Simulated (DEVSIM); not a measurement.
Device: abrupt GaP p-n junction, at 250 K.

```tsv
layer (left to right)	material	thickness (μm)	Nd (cm⁻³)	Na (cm⁻³)	τn (s)	τp (s)
1	GaP	0.740	-	2e16	1.1e-7	1.1e-7
2	GaP	21.0	1.6e17	-	1.1e-7	1.1e-7
```

Left contact: ohmic. Right contact: ohmic. Voltage is applied to the left contact. Recombination: SRH at mid-gap, radiative. Mobility is constant in doping.

The device is made up for the run: typed textbook-type constants, with dimensions and the other settings drawn at random. Values at 300 K; Nc and Nv go as T^1.5, mobilities as T to minus their exponent, the gap by Varshni's rule with the affinity fixed.

```csv
parameter,GaP
gap (eV),2.26
affinity (eV),3.8
permittivity,11.1
Nc (cm⁻³),1.8e19
Nv (cm⁻³),1.9e19
μn (cm²/Vs),250
μp (cm²/Vs),150
T exponent of μn,1.6
T exponent of μp,1.98
B (cm³/s),1e-13
Varshni α (eV/K),0.00058
Varshni β (K),372
```

Model (solved in DEVSIM): 1D drift-diffusion, Boltzmann statistics, complete ionisation; no tunnelling, impact ionisation, image-force lowering or self-heating.

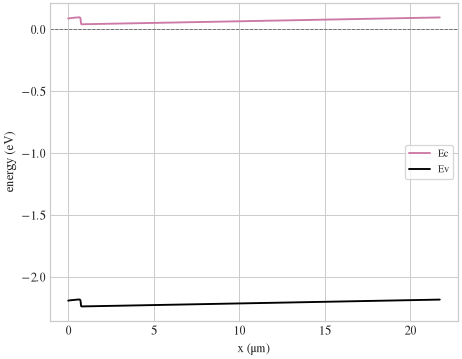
Figure: Band edges at 2.05 V on the left contact

Energies count from the Fermi level of the right contact; mesh points crowd at the junctions.

| x (μm) | Ec (eV) | Ev (eV) | n (cm⁻³) | p (cm⁻³) | field (V/cm) |
|---|---|---|---|---|---|
| 0.000 | 0.088 | -2.192 | < 1e2 | 2.0e16 | 210 |
| 0.02736 | 0.088 | -2.191 | 5.2e14 | 2.1e16 | 200 |
| 0.08807 | 0.089 | -2.190 | 1.6e15 | 2.2e16 | 180 |
| 0.2091 | 0.091 | -2.188 | 3.7e15 | 2.4e16 | 160 |
| 0.5153 | 0.095 | -2.184 | 8.5e15 | 2.9e16 | 120 |
| 0.6443 | 0.097 | -2.183 | 1.0e16 | 3.0e16 | ≈ 0 |
| 0.7069 | 0.091 | -2.188 | 1.5e16 | 2.4e16 | -3300 |
| 0.7443 | 0.054 | -2.226 | 8.8e16 | 4.1e15 | -13000 |
| 0.7773 | 0.041 | -2.238 | 1.6e17 | 2.3e15 | -380 |
| 0.8546 | 0.041 | -2.239 | 1.6e17 | 2.2e15 | 26 |
| 1.016 | 0.041 | -2.238 | 1.6e17 | 2.2e15 | 26 |
| 1.582 | 0.043 | -2.237 | 1.6e17 | 2.1e15 | 26 |
| 2.594 | 0.045 | -2.234 | 1.6e17 | 1.9e15 | 26 |
| 4.788 | 0.051 | -2.228 | 1.6e17 | 1.5e15 | 26 |
| 12.06 | 0.070 | -2.209 | 1.6e17 | 7.5e14 | 26 |
| 17.29 | 0.084 | -2.195 | 1.6e17 | 3.6e14 | 26 |
| 19.78 | 0.091 | -2.189 | 1.6e17 | 1.7e14 | 27 |
| 20.85 | 0.093 | -2.186 | 1.6e17 | 8.4e13 | 27 |
| 21.45 | 0.095 | -2.184 | 1.6e17 | 2.9e13 | 27 |
| 21.62 | 0.096 | -2.184 | 1.6e17 | 1.2e13 | 27 |
| 21.70 | 0.096 | -2.184 | 1.6e17 | 4.3e12 | 27 |
| 21.74 | 0.096 | -2.183 | 1.6e17 | < 1e2 | 27 |
